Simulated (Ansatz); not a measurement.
# HF/STO-3G run of BNH4 (SMILES BN)

Aim: the vertical ionisation energy of BNH4 at HF/STO-3G, from 2 runs. 

Program for the calculation: Ansatz 0.2.0.

56 further runs of the same task are left out: 56 set aside as unsound or not needed.

## 1. Starting point

The species is BNH4 (6 atoms), meant as a singlet with charge 0. SMILES: `BN`. The coordinates come from a PBE0-D4/def2-TZVP relaxation.

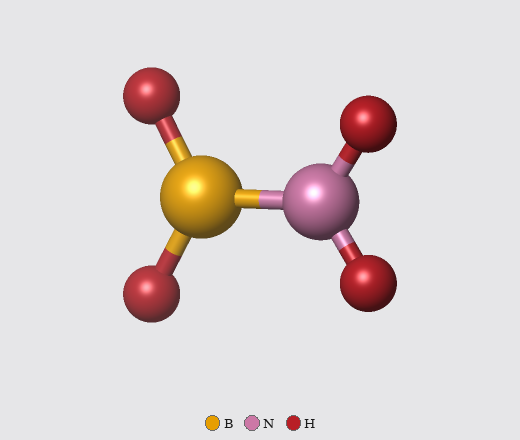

The structure, seen from a chosen angle (boron amber, nitrogen pink, hydrogen red).

## 2. A single-point energy at HF/STO-3G

File job.yaml:

```yaml
basis:
  gaussian:
    orbitals: STO-3G
crystal:
  periodic: [false, false, false]
  atoms:
    - {symbol: B, position_ang: [-0.128200, -0.679600, -0.025600]}
    - {symbol: "N", position_ang: [0.146100, 0.677400, 0.010800]}
    - {symbol: H, position_ang: [0.225800, -1.368000, 0.887500]}
    - {symbol: H, position_ang: [-0.712000, -1.128700, -0.969200]}
    - {symbol: H, position_ang: [-0.121600, 1.313700, -0.720800]}
    - {symbol: H, position_ang: [0.632000, 1.121400, 0.771300]}
total_charge: 0
hamiltonian:
  xc: hf
accuracy: high
output: {orbitals: {seedname: orbitals}}
```

Started as:

```bash
$ ansatz run job.yaml --threads 1 --pin off --max-ram 3480MiB --events-out events.jsonl --progress --plain --runs-dir runs
```

Output:

```text
Warning: RAYON_NUM_THREADS=1 ignored (pool sized by the plan → 1); use --threads N
Functional definition: HF
  name "HF"
  exchange = exact_x
  correlation = 0
230 factors; integrals over basis functions are off by at most 7.8e-9 eV
mean field evaluation 1: about -2188.8940 eV, gradient 1.2e1 eV
mean field evaluation 2: about -2188.9366 eV, gradient 1.2e1 eV
mean field evaluation 4: about -2189.5219 eV, gradient 1.1e0 eV
mean field evaluation 8: about -2189.5256 eV, gradient 3.3e-7 eV
mean field -2189.52560562 eV, -80.4635818930 hartree, gradient 4.3e-8 eV, S^2 0.000000; 0 other end points of the search recorded, 0 dependent functions left out
reference -2189.52560562 eV, -80.4635818930 hartree; 8, 8 occupied and 6, 6 virtual orbitals, 230 factors
Total energy: -2189.52560562 eV, -80.4635818930 hartree
```

It took 0.08 s on 1 thread of Arm Neoverse V1, shared host.

## 3. The doublet cation at the same level

File run.yaml:

```yaml
crystal:
  periodic: [false, false, false]
  atoms:
    - {symbol: B, position_ang: [-0.128200, -0.679600, -0.025600]}
    - {symbol: N, position_ang: [0.146100, 0.677400, 0.010800]}
    - {symbol: H, position_ang: [0.225800, -1.368000, 0.887500]}
    - {symbol: H, position_ang: [-0.712000, -1.128700, -0.969200]}
    - {symbol: H, position_ang: [-0.121600, 1.313700, -0.720800]}
    - {symbol: H, position_ang: [0.632000, 1.121400, 0.771300]}
basis:
  gaussian:
    orbitals: STO-3G
total_charge: 1
magnetization:
  spin_polarized: true
  initial_magnetization: 1
hamiltonian:
  xc: hf
accuracy: high
output:
  orbitals: {seedname: orbitals}
```

Started as:

```bash
$ ansatz run run.yaml --threads 1 --pin off --max-ram 3480MiB --events-out events.jsonl --progress --plain --runs-dir runs
```

Output:

```text
Warning: RAYON_NUM_THREADS=1 ignored (pool sized by the plan → 1); use --threads N
Functional definition: HF
  name "HF"
  exchange = exact_x
  correlation = 0
229 factors; integrals over basis functions are off by at most 7.8e-9 eV
mean field evaluation 1: about -2176.2202 eV, gradient 2.0e1 eV
mean field evaluation 2: about -2176.2503 eV, gradient 2.0e1 eV
mean field evaluation 4: about -2178.8322 eV, gradient 1.6e0 eV
mean field evaluation 8: about -2178.8771 eV, gradient 2.9e-2 eV
mean field evaluation 16: about -2178.3587 eV, gradient 2.0e1 eV
mean field evaluation 32: about -2178.2947 eV, gradient 2.0e1 eV
mean field -2181.35618250 eV, -80.1633611304 hartree, gradient 7.3e-9 eV, S^2 0.757992; 1 other end points of the search recorded, 0 dependent functions left out
reference -2181.35618250 eV, -80.1633611304 hartree; 8, 7 occupied and 6, 7 virtual orbitals, 229 factors
Total energy: -2181.35618250 eV, -80.1633611304 hartree
```

Run time: 0.12 s. Hardware: 1 thread of Arm Neoverse V1, shared host.

## 4. Outcome

Level: HF/STO-3G.

| quantity | value |
| --- | --- |
| singlet BNH4: total energy | -80.46358 Eh |
| singlet BNH4: HOMO energy | -10.29 eV |
| singlet BNH4: LUMO energy | 9.17 eV |
| singlet BNH4: HOMO–LUMO gap | 19.46 eV |
| doublet cation: total energy | -80.16336 Eh |
| doublet cation: HOMO energy (highest over α and β) | -19.47 eV |
| doublet cation: LUMO energy (lowest over α and β) | -6.54 eV |
| doublet cation: ⟨S²⟩ | 0.758 |
| vertical ionisation energy (to the doublet cation) | 8.169 eV |

**Reading.** Removing an electron at fixed nuclei costs 8.17 eV (188 kcal/mol). The negative HOMO energy of the first species, 10.29 eV, lies 2.12 eV above that difference. In a minimal basis such a difference can be off by several eV, whatever the method.
